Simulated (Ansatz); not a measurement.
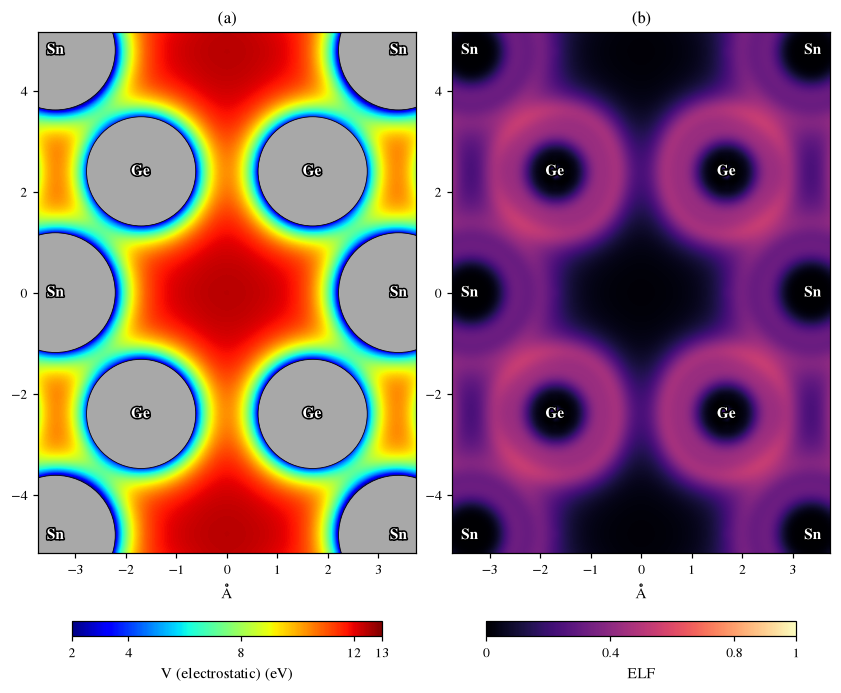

Figure 1: SnGe$_{2}$. (a) electrostatic potential energy of an electron; (b) ELF on the (101) plane of the conventional cell. Grey discs cover the atomic cores in the potential map.

Space group Fm-3m; a structure generated by program, which may or may not match a known phase.

Theory: Ansatz 0.2.0, DFT PBE, scalar-relativistic, plane waves, PAW.

Input

```
crystal:
  lattice:
    - [0.0, 3.3967156208, 3.3967156208]
    - [3.3967156208, 0.0, 3.3967156208]
    - [3.3967156208, 3.3967156208, 0.0]
  atoms:
    - { symbol: Sn, position: [0.0, 0.0, 0.0] }
    - { symbol: Ge, position: [0.25, 0.25, 0.25] }
    - { symbol: Ge, position: [0.75, 0.75, 0.75] }
basis:
  ecutwfc: 420
kpoints:
  mp_grid: { grid: [12, 12, 12] }
hamiltonian:
  xc: pbe
scf:
  occupations: { method: gaussian, width: 0.1 }
output:
  forces: true
  stress: true
  eigenvalues: true
  write_density: true
  write_potential: true
  elf: true
  volumetric_format: npy
relax:
  adjacent_minimum: "off"
  f_tol: 0.01
  max_steps: 80
  cell: { stress_tol: 0.05 }
```

Command:

```sh
ansatz run input.yaml --threads 1 --pin off --max-ram 2048MiB --backend cpu --events-out ev --progress --plain --runs-dir out
```

Below, planes, directions and counts refer to the conventional cell (a = 6.79 Å, b = 6.79 Å, c = 6.79 Å, α = 90.00°, β = 90.00°, γ = 90.00°).

The fields are those of the relaxed geometry.

### Read the bonding off the picture.

Atoms in the plane: Sn and Ge. Sn–Ge (2.94 Å): the ELF is about 0.45 at the midpoint. Outside the cores the potential energy rises away from the atoms and is highest about 2.9 Å from the nearest atoms; its zero is arbitrary.
